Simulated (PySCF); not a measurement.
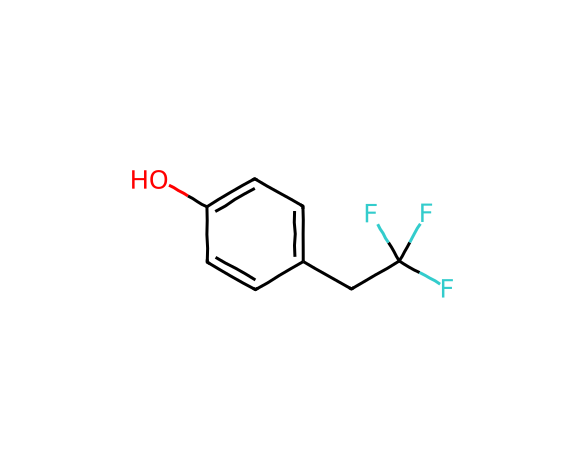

2D structure.

**Give its SMILES.**

Oc1ccc(CC(F)(F)F)cc1

**Give the formula, hydrogens included.**

C8H7F3O.

More results for the same structure follow; atom numbers are the same in all pictures, views and colours differ. Computed geometry: PBE0-D3(BJ)/def2-SVP optimisation. No frequency run is at hand to confirm it as a minimum.

## Geometry

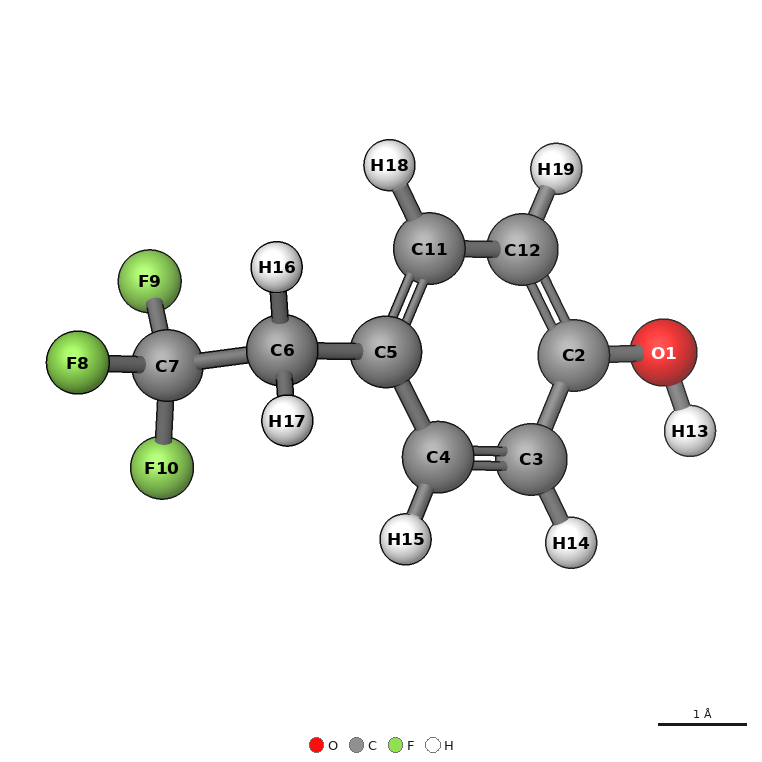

Atoms carry their numbers in the input. No frequency run is at hand to confirm it as a minimum.

**What is the geometry at C2?**

C2 has 3 neighbours (O1 at 1.35, C3 at 1.40, C12 at 1.40 Å); the arrangement is trigonal planar.

**Describe the coordination of atom 12.**

C12 has 3 neighbours (C2 at 1.40, C11 at 1.39, H19 at 1.09 Å); the arrangement is trigonal planar.

**Describe the coordination of atom 7.**

C7 has 4 neighbours (C6 at 1.51, F8 at 1.34, F9 at 1.34, F10 at 1.34 Å); the arrangement is tetrahedral.

**What is the geometry at C4?**

C4 has 3 neighbours (C3 at 1.39, C5 at 1.40, H15 at 1.09 Å); the arrangement is trigonal planar.

**What is the dihedral angle C5–C6–C7–F8?**

180° in size, that is anti.

## Spin–spin coupling

No frequency run is at hand to confirm it as a minimum. Method: B3LYP/pcJ-1 indirect spin-spin coupling, non-relativistic, gas phase (PySCF 2.14.0). Isotopes: 13C, 19F, 1H, 17O.

Give the spin–spin coupling constants of these pairs, with the number of bonds between them: C7/F8, C6/F8, C6/F10, F8/F10, F9/F10, C5/F9, F8/H16, F8/H17, F10/H17.

| pair | bonds apart | J (Hz) |
| --- | --- | --- |
| C7, F8 | 1 | −341.7 |
| C6, F8 | 2 | 32.4 |
| C6, F10 | 2 | 31.4 |
| F8, F10 | 2 | 62.5 |
| F9, F10 | 2 | 65.0 |
| C5, F9 | 3 | −0.5 |
| F8, H16 | 3 | 1.3 |
| F8, H17 | 3 | 1.0 |
| F10, H17 | 3 | 3.1 |

Density functionals are unreliable for couplings to fluorine, so those rows may be far off.

## NMR shielding

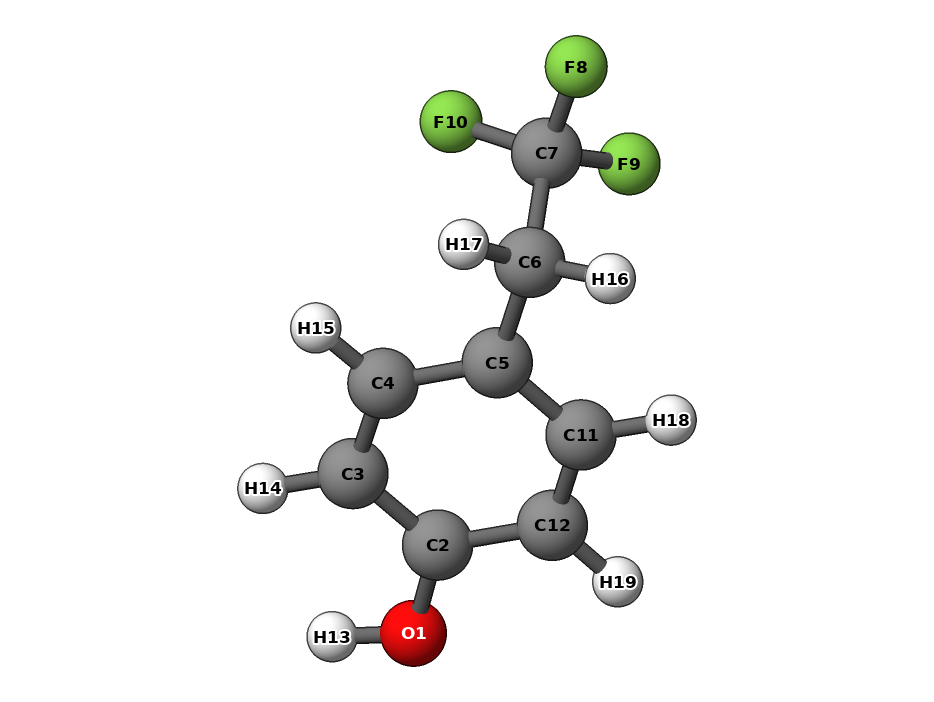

No frequency run is at hand to confirm it as a minimum. Properties computed with GIAO PBE0/pcSseg-1 NMR shielding, non-relativistic, gas phase (PySCF 2.14.0). Principal shieldings σ11 ≤ σ22 ≤ σ33, span Ω = σ33 − σ11, skew κ = 3(σiso − σ22)/Ω.

Give the shielding tensors of the F atoms.

| atom | σ11 | σ22 | σ33 | σiso | Ω | κ |
| --- | --- | --- | --- | --- | --- | --- |
| F8 | 169.7 | 251.9 | 341.8 | 254.5 | 172.1 | 0.04 |
| F9 | 179.0 | 269.3 | 336.0 | 261.4 | 157.0 | −0.15 |
| F10 | 178.9 | 269.0 | 337.5 | 261.8 | 158.6 | −0.14 |

Shieldings and span in ppm.

## Dipole moment

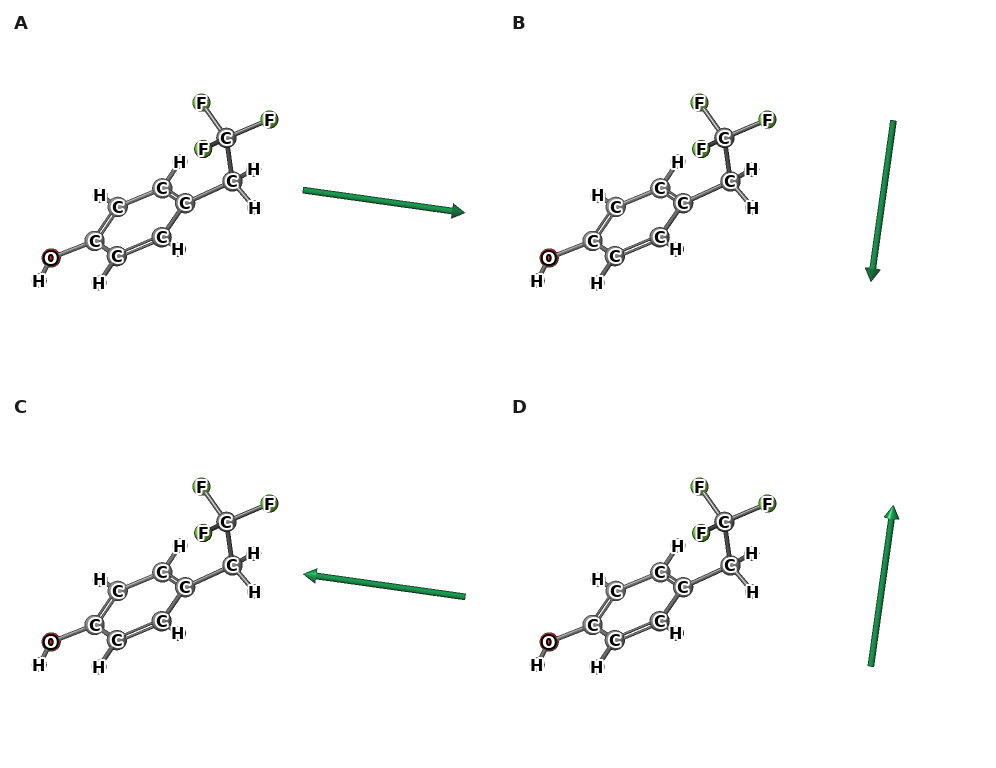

The same molecule four times, each with an arrow. No frequency run is at hand to confirm it as a minimum. Method: B97-2/pcSseg-2, gas phase (PySCF 2.14.0).

**Which arrow points along the dipole moment, from the negative to the positive end?**

B. The dipole moment is 2.65 D.

## Excitation

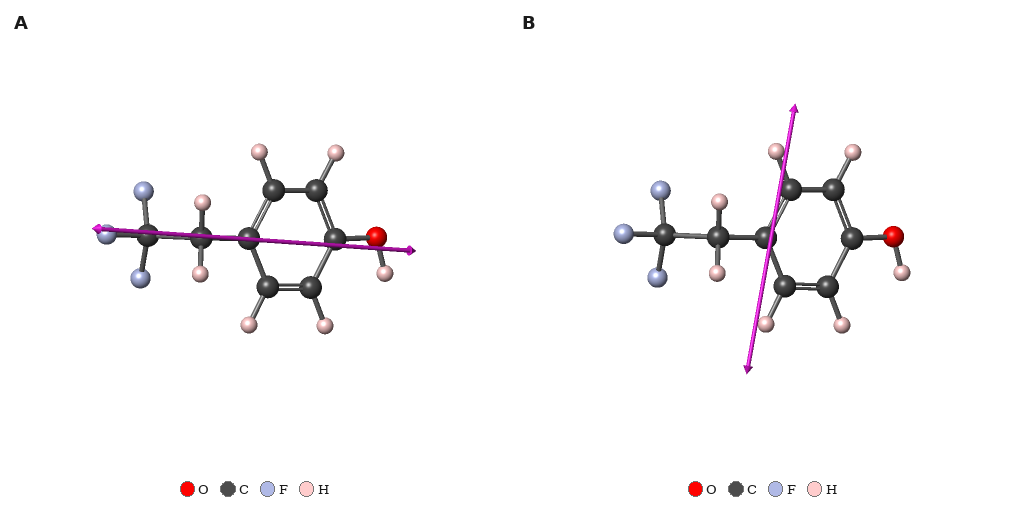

The double arrows show the directions of two transition dipoles from the ground state (lengths mean nothing). No frequency run is at hand to confirm it as a minimum. Level of theory: TDDFT PBE0/def2-SVPD, vertical, gas phase, core orbitals frozen in the response (PySCF 2.14.0).

**One belongs to singlet state 2 and one to singlet state 5. Which is which?**

A: state 2, 5.80 eV (214 nm), oscillator strength 0.11, mainly HOMO → LUMO+1 (weight 0.79).
B: state 5, 6.79 eV (183 nm), oscillator strength 0.31, mainly HOMO−1 → LUMO+1 (weight 0.76).
